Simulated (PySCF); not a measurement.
BH$_{3}$, SMILES `B`.

PySCF calculation, B3LYP/def2-SVPD, gas phase; geometry: GFN2-xTB. No frequency check shows the geometry to be a minimum.

Coordinates in Å:

```
B1       0.0000    0.0000    0.0000
H2      -0.3009    1.1249    0.0000
H3      -0.8237   -0.8231    0.0000
H4       1.1247   -0.3018    0.0000
```

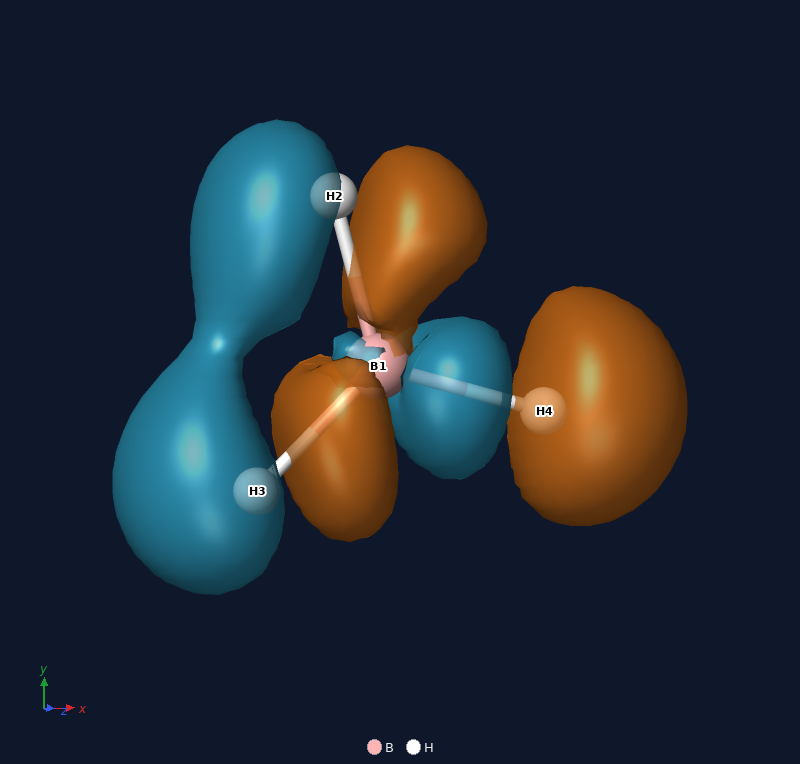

Change of the electron density in a uniform field of 0.51 V/Å, surfaces at ±0.004 e/Å³ (light blue: gain, orange: loss).

The field was applied in both directions; the picture shows the one opposite to the script's first.

> Along which Cartesian direction does the field point?

Along +x: electrons gather on the −x side, against the field.

> What dipole is induced, and what polarisability does it imply?

The induced dipole is 0.47 D (along the field); α along this axis, from the fields in both directions, is 19 bohr³ (2.7 Å³).
